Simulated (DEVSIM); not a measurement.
Structure: abrupt GaAs p-n junction, at 300 K.

| layer (left to right) | material | thickness (μm) | Nd (cm⁻³) | Na (cm⁻³) | τn (s) | τp (s) |
|---|---|---|---|---|---|---|
| 1 | GaAs | 41.0 | - | 2.5e15 | 6.8e-9 | 6.8e-9 |
| 2 | GaAs | 47.0 | 1.6e15 | - | 6.8e-9 | 6.8e-9 |

Left contact: ohmic. Right contact: ohmic. Voltage is applied to the left contact. Recombination: SRH at mid-gap, radiative, Auger. Mobility is μmin + (μ − μmin)/(1 + (N/Nref)^α).

Constants are typed, rounded textbook-type inputs, not results; the design itself was drawn at random and stands for no fabricated device. Values at 300 K.

| parameter | GaAs |
|---|---|
| gap (eV) | 1.424 |
| affinity (eV) | 4.07 |
| permittivity | 12.9 |
| Nc (cm⁻³) | 4.7e17 |
| Nv (cm⁻³) | 9e18 |
| μn (cm²/Vs) | 8500 |
| μp (cm²/Vs) | 400 |
| μn,min | 500 |
| μp,min | 20 |
| Nref,n | 6e16 |
| Nref,p | 1.5e17 |
| αn | 0.39 |
| αp | 0.38 |
| B (cm³/s) | 2e-10 |
| Cn (cm⁶/s) | 1e-30 |
| Cp (cm⁶/s) | 1e-30 |

Simulated with DEVSIM: 1D drift-diffusion, Boltzmann statistics, complete ionisation; no tunnelling, impact ionisation, image-force lowering or self-heating.

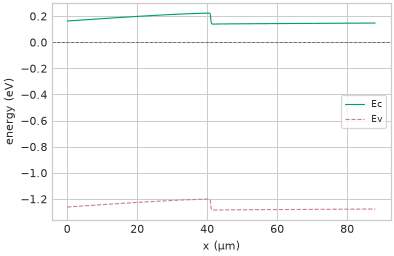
Band edges at 1.05 V on the left contact

Energies count from the Fermi level of the right contact; mesh points crowd at the junctions.

| x (μm) | Ec (eV) | Ev (eV) | n (cm⁻³) | p (cm⁻³) | field (V/cm) |
|---|---|---|---|---|---|
| 0.000 | 0.162 | -1.262 | < 1e2 | 2.5e15 | 18 |
| 0.05436 | 0.162 | -1.262 | 3.8e10 | 2.5e15 | 18 |
| 0.2317 | 0.163 | -1.261 | 1.6e11 | 2.5e15 | 18 |
| 0.8102 | 0.164 | -1.260 | 5.6e11 | 2.5e15 | 18 |
| 4.068 | 0.170 | -1.254 | 2.5e12 | 2.5e15 | 18 |
| 13.32 | 0.186 | -1.238 | 7.8e12 | 2.5e15 | 17 |
| 31.17 | 0.214 | -1.210 | 2.9e13 | 2.5e15 | 12 |
| 39.02 | 0.222 | -1.202 | 5.4e13 | 2.6e15 | ≈ 0 |
| 40.41 | 0.223 | -1.201 | 6.1e13 | 2.6e15 | ≈ 0 |
| 40.84 | 0.216 | -1.208 | 8.4e13 | 1.9e15 | -800 |
| 40.97 | 0.195 | -1.229 | 1.9e14 | 8.7e14 | -2900 |
| 41.03 | 0.176 | -1.248 | 4.0e14 | 4.1e14 | -3100 |
| 41.14 | 0.152 | -1.272 | 9.9e14 | 1.6e14 | -1300 |
| 41.51 | 0.139 | -1.285 | 1.7e15 | 8.5e13 | -33 |
| 43.59 | 0.140 | -1.284 | 1.6e15 | 3.7e13 | ≈ 0 |
| 49.51 | 0.141 | -1.283 | 1.6e15 | 3.4e12 | ≈ 0 |
| 68.04 | 0.144 | -1.280 | 1.6e15 | 1.9e9 | ≈ 0 |
| 81.90 | 0.146 | -1.278 | 1.6e15 | 7100000 | ≈ 0 |
| 86.78 | 0.147 | -1.277 | 1.6e15 | 630000 | ≈ 0 |
| 87.64 | 0.147 | -1.277 | 1.6e15 | 180000 | ≈ 0 |
| 87.91 | 0.147 | -1.277 | 1.6e15 | 46000 | ≈ 0 |
| 88.00 | 0.147 | -1.277 | 1.6e15 | < 1e2 | ≈ 0 |
